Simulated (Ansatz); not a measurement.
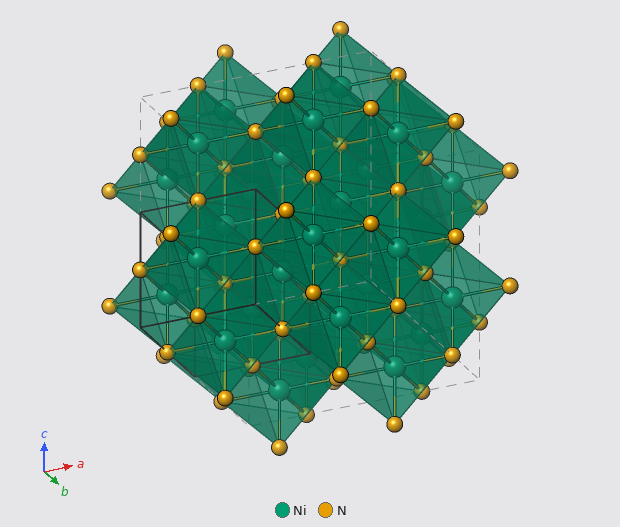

Polyhedra are drawn about Ni (bonds: N–Ni below 2.2 Å); other atoms are plain spheres.

System Ni3N4 (space group Pm-3m, No. 221); source of the atomic positions: the geometry relaxed with DFT PBE, scalar-relativistic, plane waves, PAW (Ansatz); the starting structure was generated, so it need not be a known form of this composition.

Q: What figure surrounds each Ni atom, and what does it share with the other drawn polyhedra?

A: Ni: NiN6 octahedron, sharing corners with six neighbours and edges with eight neighbours.

Q: How do these polyhedra hang together as a whole?

A: They form a three-dimensional framework of corner- and edge-sharing octahedra.

Q: How far apart are the centres of linked polyhedra?

A: Centre to centre across a shared corner: 3.96 Å; across a shared edge: 2.80 Å.
